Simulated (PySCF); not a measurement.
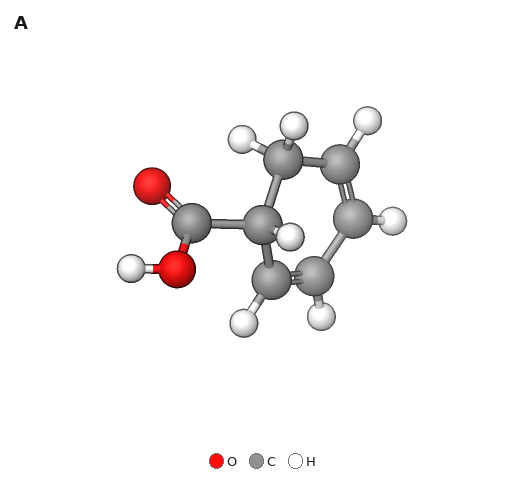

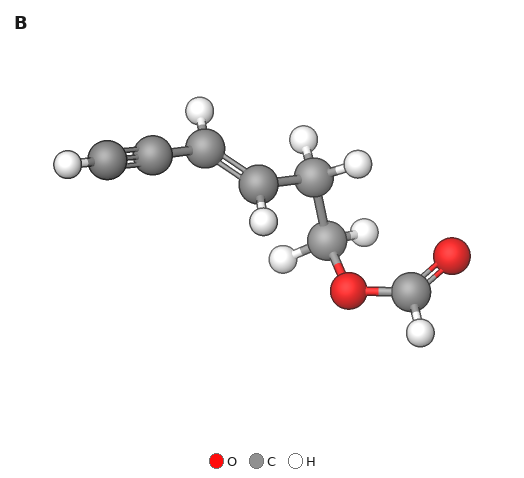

2 stationary structures of one formula. Geometries: GFN2-xTB. Electronic energies: PBE0/def2-SVPD (PySCF 2.14.0), without zero-point energy. No frequency run is at hand to confirm each as a minimum. Each is one conformer, not always the lowest.

### How are they related?

They are constitutional isomers of C7H8O2: A `O=C(O)[C@H]1C=CC=CC1`, B `C#C/C=C/CCOC=O`.

### Rank them by energy, lowest first.

A is lowest; B lies 2.371 eV above it.
